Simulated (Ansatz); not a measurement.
# Run report: Si₂H₆ClO₂F₃, geometry relaxation (part 2 of 2)

The same run, continued: Si₂H₆ClO₂F₃; RKS PBE0-D4/def2-TZVP (Ansatz 0.2.0). The geometry is a transition state displaced along its imaginary mode. The reaction was set up to form Si1–O8, H7–F10 and O2–H9 and to break Si1–O2, H7–O8 and H9–F10 (atoms counted from 1 in the order of the input); sticks are drawn by distance alone.

Geometry of the input (Å):
```
Si -0.3120  0.5871  1.0359
O  -0.0549  -0.1181  -0.4700
Si -1.0978  -0.1779  -1.7587
F  -0.0509  2.0842  0.5666
F  -0.2139  0.9532  2.6419
Cl -2.2319  -0.1445  1.2302
H  1.7920  -0.6302  0.9072
O  1.2363  -0.3288  1.5103
H  1.3851  -0.6349  -0.7526
F  2.0498  -0.8864  -0.7842
H  -1.9575  -1.3864  -1.6967
H  -0.2527  -0.2603  -2.9823
H  -1.9275  1.0489  -1.8038
H  1.6359  -0.1059  2.3565
```

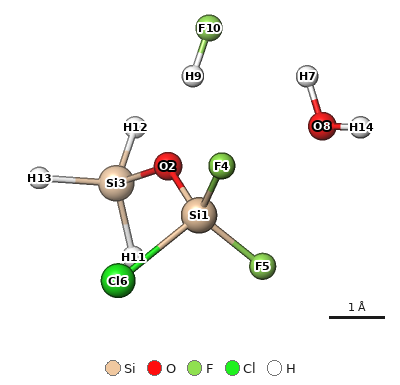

*The geometry at step 37 of the log (ball-and-stick view, seen at a tilt; atoms are numbered from 1 in the order of the input).*

```
1838 factors; their error is unknown
mean field -40611.97572706 eV, -1492.4625801837 hartree, gradient 8.8e-5 eV, S^2 0.000000; 1 other end points of the search recorded, 0 dependent functions left out
the calculation of the forces begins
reference -40611.97576284 eV, -1492.4625814984 hartree; 47, 47 occupied and 255, 255 virtual orbitals, 1838 factors
Total energy: -40612.31731733 eV, -1492.4751333945 hartree
Atom 0 at    -0.838760     1.128196     0.967949 Å, force     0.000729     0.001971    -0.002639 eV/Å
Atom 1 at    -0.494972     0.570010    -0.506074 Å, force    -0.001896    -0.000255     0.001293 eV/Å
Atom 2 at    -0.877489    -0.821455    -1.364932 Å, force     0.001329     0.001696     0.000418 eV/Å
Atom 3 at     0.449004     1.772816     1.591896 Å, force    -0.000610    -0.000354    -0.000237 eV/Å
Atom 4 at    -1.376546    -0.001788     1.917188 Å, force     0.000208    -0.001473     0.000807 eV/Å
Atom 5 at    -2.257485     2.555799     0.850401 Å, force     0.000597    -0.000329    -0.000242 eV/Å
Atom 6 at     2.046308    -0.675792     0.545381 Å, force     0.000840    -0.001296     0.000896 eV/Å
Atom 7 at     1.281570    -1.138928     0.905680 Å, force    -0.002482    -0.000293     0.000583 eV/Å
Atom 8 at     1.261589     0.897033    -0.843569 Å, force     0.000791    -0.000205    -0.000109 eV/Å
Atom 9 at     2.193023     0.842336    -0.910952 Å, force    -0.000812     0.000699     0.000233 eV/Å
Atom 10 at    -1.441249    -1.835333    -0.449826 Å, force    -0.000601    -0.000323     0.000219 eV/Å
Atom 11 at     0.359990    -1.281203    -2.026020 Å, force     0.000167    -0.000317    -0.000481 eV/Å
Atom 12 at    -1.886040    -0.428648    -2.377780 Å, force    -0.000111    -0.000126     0.000121 eV/Å
Atom 13 at     1.581058    -1.583046     1.700958 Å, force     0.001849     0.000605    -0.000863 eV/Å
Dipole moment:    -0.086437    -0.337420     0.007131 e Å
```

## Trajectory as extended XYZ (Å, eV, eV/Å), 15 of the 72 frames kept, from step=1 to step=72
```
14
Properties=species:S:1:pos:R:3:forces:R:3 step=1 energy=-40608.68768
Si   -0.3120    0.5871    1.0359   -0.1928   0.2907   0.7382
O    -0.0549   -0.1181   -0.4700   -0.9030   0.2754   0.2086
Si   -1.0978   -0.1779   -1.7587   -0.1699  -0.0440  -0.2369
F    -0.0509    2.0842    0.5666   -0.0576   0.1010  -0.0698
F    -0.2139    0.9532    2.6419   -0.0919  -0.0446  -0.1978
Cl   -2.2319   -0.1445    1.2302   -0.1861   0.0654   0.0510
H     1.7920   -0.6302    0.9072    4.4274  -2.4127  -4.5553
O     1.2363   -0.3288    1.5103   -4.0687   2.1802   4.6107
H     1.3851   -0.6349   -0.7526  -27.4801  10.3433   0.5954
F     2.0498   -0.8864   -0.7842   28.7794 -10.8749  -1.3441
H    -1.9575   -1.3864   -1.6967    0.0495   0.0426   0.0282
H    -0.2527   -0.2603   -2.9823    0.0149   0.0179   0.1196
H    -1.9275    1.0489   -1.8038    0.0027  -0.0152  -0.0065
H     1.6359   -0.1059    2.3565   -0.1238   0.0750   0.0586
14
Properties=species:S:1:pos:R:3:forces:R:3 step=6 energy=-40611.92027
Si   -0.3133    0.5846    1.0871   -0.0012  -0.0356  -0.1259
O    -0.0709   -0.1374   -0.4602    0.0364   0.0194  -0.0282
Si   -1.1316   -0.1994   -1.7526    0.0069  -0.0121   0.0245
F    -0.0474    2.0799    0.6119    0.0472  -0.0403   0.0144
F    -0.2402    0.8907    2.6874   -0.0772  -0.0048   0.0342
Cl   -2.3047    0.0124    1.1678    0.0057   0.0174   0.0616
H     1.8726   -0.6309    0.7838   -0.0555   0.0196   0.0060
O     1.2305   -0.3460    1.4950    0.0802   0.0188   0.0182
H     1.3183   -0.5847   -0.8318   -0.0603   0.0316   0.0345
F     2.2450   -0.8799   -0.6973    0.0108  -0.0001  -0.0146
H    -1.9852   -1.4054   -1.6685    0.0045  -0.0017  -0.0057
H    -0.2440   -0.2974   -2.9390   -0.0106  -0.0106  -0.0052
H    -1.9526    1.0286   -1.8265    0.0131   0.0071  -0.0049
H     1.6235   -0.1152    2.3431   -0.0001  -0.0086  -0.0090
14
Properties=species:S:1:pos:R:3:forces:R:3 step=11 energy=-40611.97950
Si   -0.3452    0.4895    1.1163   -0.6416   0.5503   0.3157
O    -0.1464   -0.2334   -0.3892    0.0882  -0.0810   0.0935
Si   -1.1823   -0.3177   -1.7080   -0.2152   0.0058  -0.2228
F     0.1808    1.9799    0.9008   -0.0885  -0.3161   0.0793
F    -0.4472    0.3408    2.7367   -0.0847  -0.1373  -0.6310
Cl   -2.4920    0.5821    0.9136    0.8021  -0.0242   0.1216
H     2.0009   -0.3902    0.7244   -0.1569   0.0318   0.2354
O     1.3371   -0.3210    1.4645    0.1304  -0.0063  -0.2565
H     1.3283   -0.4285   -0.8919    0.3082  -0.0249   0.0294
F     2.2991   -0.5173   -0.8416   -0.3616   0.0266  -0.0255
H    -2.2006   -1.3835   -1.5125    0.1137   0.1407  -0.0215
H    -0.2527   -0.7171   -2.8143   -0.1351   0.0677   0.1741
H    -1.7942    1.0083   -2.0151    0.1375  -0.2574   0.0329
H     1.7143   -0.0919    2.3167    0.1036   0.0243   0.0755
14
Properties=species:S:1:pos:R:3:forces:R:3 step=16 energy=-40612.22037
Si   -0.4314    0.4620    1.0995   -0.1029   0.1424   0.4115
O    -0.1873   -0.2541   -0.3588    0.0713   0.0354  -0.1623
Si   -1.2141   -0.4283   -1.6779   -0.1230  -0.0831  -0.0984
F     0.2714    1.8715    1.3467   -0.1670  -0.1090  -0.0414
F    -0.7250   -0.4015    2.4056   -0.0562   0.1864  -0.2355
Cl   -2.3907    1.1607    0.7805    0.2092  -0.0979   0.0413
H     2.1040   -0.1291    0.7452   -0.0389  -0.0259   0.1150
O     1.4592   -0.2632    1.4692    0.1777  -0.0726   0.0477
H     1.3433   -0.3292   -0.9274    0.0985   0.0229  -0.0104
F     2.2930   -0.2476   -0.9820   -0.0816  -0.0147  -0.0144
H    -2.3925   -1.2401   -1.3037    0.0207   0.0415  -0.0191
H    -0.3745   -1.1680   -2.6556   -0.0120   0.0243   0.0336
H    -1.5801    0.8924   -2.2346   -0.0064  -0.0379   0.0213
H     1.8247    0.0746    2.2937    0.0105  -0.0117  -0.0888
14
Properties=species:S:1:pos:R:3:forces:R:3 step=21 energy=-40612.24328
Si   -0.4643    0.5064    1.0791    0.0074   0.0255   0.1382
O    -0.1573   -0.1227   -0.4101    0.0212   0.0313   0.0468
Si   -1.2269   -0.4421   -1.6704   -0.0233  -0.0322  -0.0785
F     0.2758    1.8587    1.4593   -0.0340  -0.0823  -0.0273
F    -0.8182   -0.4491    2.2909    0.0350   0.0636  -0.0828
Cl   -2.3742    1.2676    0.7376    0.0044  -0.0014  -0.0041
H     2.1204   -0.2510    0.7736    0.0189   0.0030   0.0011
O     1.4794   -0.3180    1.5041   -0.0449  -0.0233  -0.0171
H     1.3887   -0.2259   -0.9502    0.0242   0.0074   0.0005
F     2.3393   -0.2480   -0.9846   -0.0348   0.0038   0.0011
H    -2.3337   -1.2974   -1.1938    0.0042   0.0064   0.0042
H    -0.3829   -1.1790   -2.6422   -0.0049   0.0009   0.0046
H    -1.7155    0.8138   -2.2772    0.0109  -0.0110   0.0108
H     1.8693    0.0866    2.2841    0.0158   0.0083   0.0025
14
Properties=species:S:1:pos:R:3:forces:R:3 step=26 energy=-40612.24726
Si   -0.4993    0.5608    1.0605   -0.0737   0.0939   0.0054
O    -0.1800   -0.0456   -0.4272    0.0282  -0.0262  -0.0677
Si   -1.2240   -0.5124   -1.6631    0.0297   0.0050   0.0027
F     0.3570    1.8175    1.4939   -0.0187  -0.0357  -0.0232
F    -0.8839   -0.4297    2.2236   -0.0010  -0.0202   0.0351
Cl   -2.3436    1.4478    0.7271    0.0343  -0.0175   0.0135
H     2.1363   -0.3056    0.7816   -0.1099  -0.0322   0.1616
O     1.4824   -0.4536    1.4908    0.1971   0.0902  -0.0066
H     1.3839    0.0064   -0.9526    0.0895  -0.0021  -0.0032
F     2.3327    0.0022   -1.0054   -0.0929  -0.0004   0.0045
H    -2.3203   -1.3282   -1.1010   -0.0063  -0.0078   0.0088
H    -0.3715   -1.3212   -2.5671   -0.0140   0.0194   0.0213
H    -1.7387    0.6796   -2.3694    0.0044   0.0014   0.0037
H     1.8689   -0.1180    2.3087   -0.0665  -0.0678  -0.1560
14
Properties=species:S:1:pos:R:3:forces:R:3 step=31 energy=-40612.27142
Si   -0.6091    0.6884    1.0102   -0.0950   0.1164   0.0139
O    -0.2392    0.0904   -0.4595   -0.0231   0.0009   0.0761
Si   -1.2182   -0.5852   -1.6452   -0.0470  -0.0044  -0.0905
F     0.3897    1.8121    1.4725   -0.0187  -0.1064  -0.0278
F    -0.9463   -0.3551    2.1362    0.0232   0.0273  -0.0464
Cl   -2.3879    1.6628    0.7359    0.0198  -0.0129   0.0066
H     2.2440   -0.3679    0.8235   -0.2051  -0.0960   0.2302
O     1.5473   -0.6317    1.4497    0.4718   0.1288   0.2628
H     1.3866    0.2511   -0.9260    0.0073  -0.0028   0.0128
F     2.3244    0.2716   -1.0159   -0.0045   0.0001  -0.0181
H    -2.2900   -1.3748   -0.9895    0.0560   0.0420  -0.0363
H    -0.3240   -1.4537   -2.4478   -0.0357   0.0436   0.0371
H    -1.7910    0.4998   -2.4835    0.0492  -0.0873   0.0753
H     1.9137   -0.5079    2.3397   -0.1983  -0.0495  -0.4956
14
Properties=species:S:1:pos:R:3:forces:R:3 step=37 energy=-40612.30222
Si   -0.7556    0.7870    1.0046   -0.0180  -0.0042  -0.0379
O    -0.3486    0.1701   -0.4369    0.0042   0.0171   0.0437
Si   -1.2016   -0.5988   -1.6581   -0.0017  -0.0137  -0.0116
F     0.3430    1.7948    1.4872    0.0183   0.0112   0.0039
F    -1.0341   -0.3042    2.0935    0.0015  -0.0087   0.0035
Cl   -2.4825    1.8227    0.7798   -0.0057  -0.0004   0.0029
H     2.3721   -0.5060    0.8175   -0.0019  -0.0075  -0.0020
O     1.7147   -0.7609    1.4752   -0.0051   0.0032  -0.0209
H     1.3241    0.2864   -0.8507    0.0059   0.0007  -0.0020
F     2.2389    0.2699   -1.0636    0.0051   0.0049   0.0007
H    -2.2723   -1.4193   -1.0485   -0.0027  -0.0014   0.0080
H    -0.2163   -1.4360   -2.3730   -0.0016  -0.0030  -0.0061
H    -1.7769    0.4297   -2.5530    0.0014   0.0027   0.0011
H     2.0950   -0.5353    2.3264    0.0001  -0.0009   0.0168
14
Properties=species:S:1:pos:R:3:forces:R:3 step=42 energy=-40612.30404
Si   -0.7585    0.8485    0.9939    0.0132   0.0128   0.0496
O    -0.3626    0.2450   -0.4529   -0.0010  -0.0109  -0.0415
Si   -1.1687   -0.6478   -1.6199   -0.0007   0.0096   0.0112
F     0.3758    1.8112    1.4906   -0.0302  -0.0227  -0.0104
F    -1.0662   -0.2533    2.0668    0.0066   0.0156  -0.0192
Cl   -2.4547    1.9363    0.7941    0.0023   0.0022   0.0006
H     2.3419   -0.5275    0.7878   -0.0205  -0.0020   0.0161
O     1.6466   -0.8307    1.3834    0.0501   0.0048   0.0720
H     1.3270    0.4264   -0.8550    0.0067  -0.0012   0.0028
F     2.2464    0.4256   -1.0425   -0.0055  -0.0008  -0.0026
H    -2.1869   -1.4913   -0.9523    0.0065   0.0058  -0.0043
H    -0.1415   -1.4669   -2.2964   -0.0042   0.0026   0.0008
H    -1.8092    0.2926   -2.5681    0.0090  -0.0119   0.0124
H     2.0107   -0.7681    2.2706   -0.0326  -0.0038  -0.0874
14
Properties=species:S:1:pos:R:3:forces:R:3 step=47 energy=-40612.30490
Si   -0.7649    0.8922    0.9886   -0.0057  -0.0013  -0.0301
O    -0.3720    0.3221   -0.4745   -0.0415  -0.0257   0.0011
Si   -1.1314   -0.6817   -1.5833    0.0134   0.0286   0.0137
F     0.3993    1.7951    1.5236   -0.0016   0.0000   0.0052
F    -1.1180   -0.2363    2.0187    0.0053   0.0055  -0.0061
Cl   -2.4188    2.0457    0.8140    0.0118  -0.0069   0.0031
H     2.2868   -0.5513    0.7384   -0.0002   0.0030   0.0067
O     1.5940   -0.8941    1.3147   -0.0108  -0.0052  -0.0205
H     1.3164    0.5304   -0.8592    0.0192   0.0025  -0.0021
F     2.2413    0.5230   -1.0196   -0.0157  -0.0037  -0.0004
H    -2.1021   -1.5366   -0.8618    0.0070   0.0083  -0.0031
H    -0.0675   -1.4841   -2.2223   -0.0036   0.0064   0.0042
H    -1.8241    0.1703   -2.5778    0.0125  -0.0134   0.0165
H     1.9610   -0.8946    2.2006    0.0097   0.0018   0.0119
14
Properties=species:S:1:pos:R:3:forces:R:3 step=52 energy=-40612.30564
Si   -0.7837    0.9493    0.9883    0.0289   0.0158   0.0085
O    -0.3975    0.4110   -0.4870   -0.0808  -0.0805  -0.0589
Si   -1.0755   -0.7208   -1.5290    0.0553   0.0859   0.0345
F     0.4127    1.7864    1.5627   -0.0354  -0.0309  -0.0179
F    -1.1765   -0.2053    1.9761    0.0093   0.0208  -0.0096
Cl   -2.3907    2.1687    0.8510    0.0150  -0.0086   0.0043
H     2.2351   -0.5763    0.6711   -0.0555  -0.0332   0.0409
O     1.5296   -0.9686    1.2009    0.0786   0.0251   0.0419
H     1.3010    0.6484   -0.8633    0.0057  -0.0003  -0.0021
F     2.2266    0.6236   -1.0134   -0.0067   0.0031   0.0027
H    -2.0101   -1.5729   -0.7591    0.0056   0.0063  -0.0037
H     0.0424   -1.5042   -2.0962   -0.0145   0.0114   0.0084
H    -1.7969    0.0196   -2.5915    0.0207  -0.0209   0.0304
H     1.8835   -1.0588    2.0896   -0.0263   0.0061  -0.0795
14
Properties=species:S:1:pos:R:3:forces:R:3 step=57 energy=-40612.30932
Si   -0.8001    1.0185    0.9906    0.0296   0.0434   0.0133
O    -0.4451    0.5017   -0.4986   -0.0714  -0.1067  -0.0619
Si   -0.9890   -0.7703   -1.4559    0.0509   0.0941   0.0254
F     0.4419    1.7768    1.5790   -0.0324  -0.0257  -0.0084
F    -1.2352   -0.1442    1.9514    0.0056   0.0033  -0.0048
Cl   -2.3425    2.3195    0.9049    0.0114  -0.0051  -0.0006
H     2.1417   -0.6210    0.5806   -0.0065  -0.0006   0.0012
O     1.4213   -1.0505    1.0562    0.0473  -0.0244   0.1115
H     1.2606    0.7879   -0.8708    0.0236   0.0041   0.0068
F     2.1894    0.7485   -0.9931   -0.0135  -0.0010  -0.0027
H    -1.8713   -1.6354   -0.6416    0.0078  -0.0005  -0.0027
H     0.2031   -1.4946   -1.9449   -0.0246   0.0129   0.0098
H    -1.7414   -0.1727   -2.5851    0.0163  -0.0185   0.0278
H     1.7665   -1.2641    1.9278   -0.0441   0.0247  -0.1145
14
Properties=species:S:1:pos:R:3:forces:R:3 step=62 energy=-40612.31389
Si   -0.8213    1.0804    0.9827   -0.0019  -0.0231  -0.0198
O    -0.4915    0.5510   -0.5061    0.0005   0.0043  -0.0022
Si   -0.9220   -0.8018   -1.4015   -0.0015   0.0137   0.0089
F     0.4545    1.7742    1.5762    0.0173   0.0161   0.0071
F    -1.2924   -0.0752    1.9354   -0.0148  -0.0044   0.0181
Cl   -2.3031    2.4477    0.9182    0.0088  -0.0007  -0.0101
H     2.0823   -0.6600    0.5489   -0.0254  -0.0219   0.0215
O     1.3314   -1.1044    0.9601    0.0353   0.0022   0.0193
H     1.2635    0.8737   -0.8681   -0.0319  -0.0004   0.0019
F     2.1905    0.8138   -0.9731    0.0167  -0.0054   0.0090
H    -1.6709   -1.7380   -0.5355    0.0066  -0.0050  -0.0011
H     0.3177   -1.4015   -1.9330    0.0056   0.0032  -0.0026
H    -1.7810   -0.3231   -2.5094   -0.0057  -0.0012   0.0009
H     1.6422   -1.4368    1.8055   -0.0097   0.0228  -0.0508
14
Properties=species:S:1:pos:R:3:forces:R:3 step=67 energy=-40612.31698 accepted=F
Si   -0.8342    1.1245    0.9693   -0.0231   0.0047   0.0126
O    -0.4984    0.5649   -0.5057    0.0131   0.0120   0.0104
Si   -0.8793   -0.8215   -1.3714   -0.0012  -0.0120  -0.0134
F     0.4563    1.7721    1.5851   -0.0034  -0.0097  -0.0032
F    -1.3696   -0.0011    1.9259    0.0131   0.0078  -0.0181
Cl   -2.2536    2.5524    0.8546    0.0046  -0.0032   0.0002
H     2.0425   -0.6625    0.5623   -0.0294  -0.0286   0.0053
O     1.2796   -1.1382    0.9120    0.0502   0.0071   0.0290
H     1.2598    0.8930   -0.8464    0.0088  -0.0010  -0.0066
F     2.1910    0.8377   -0.9164   -0.0098   0.0029   0.0083
H    -1.4405   -1.8410   -0.4608    0.0023  -0.0023   0.0006
H     0.3587   -1.2748   -2.0376   -0.0095   0.0003   0.0095
H    -1.8898   -0.4260   -2.3815    0.0017   0.0005   0.0039
H     1.5774   -1.5793    1.7108   -0.0174   0.0214  -0.0385
14
Properties=species:S:1:pos:R:3:forces:R:3 step=72 energy=-40612.31728
Si   -0.8388    1.1282    0.9679    0.0007   0.0020  -0.0026
O    -0.4950    0.5700   -0.5061   -0.0019  -0.0003   0.0013
Si   -0.8775   -0.8215   -1.3649    0.0013   0.0017   0.0004
F     0.4490    1.7728    1.5919   -0.0006  -0.0004  -0.0002
F    -1.3765   -0.0018    1.9172    0.0002  -0.0015   0.0008
Cl   -2.2575    2.5558    0.8504    0.0006  -0.0003  -0.0002
H     2.0463   -0.6758    0.5454    0.0008  -0.0013   0.0009
O     1.2816   -1.1389    0.9057   -0.0025  -0.0003   0.0006
H     1.2616    0.8970   -0.8436    0.0008  -0.0002  -0.0001
F     2.1930    0.8423   -0.9110   -0.0008   0.0007   0.0002
H    -1.4412   -1.8353   -0.4498   -0.0006  -0.0003   0.0002
H     0.3600   -1.2812   -2.0260    0.0002  -0.0003  -0.0005
H    -1.8860   -0.4286   -2.3778   -0.0001  -0.0001   0.0001
H     1.5811   -1.5830    1.7010    0.0018   0.0006  -0.0009
```

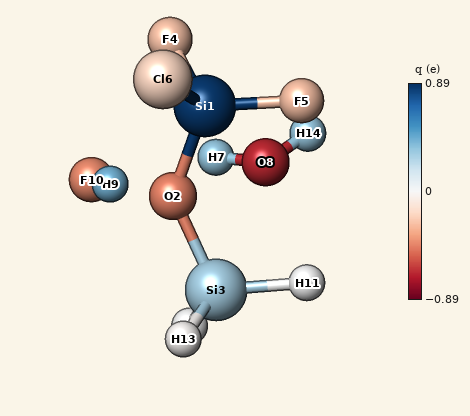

*Mulliken charges, as the colour of each atom (ball-and-stick view, seen at an oblique angle; atoms are numbered from 1 in the order of the input).*

By element: Si +0.29 to +0.85, O −0.67 to −0.44, F −0.42 to −0.26, Cl −0.18 and H −0.02 to +0.42 e.
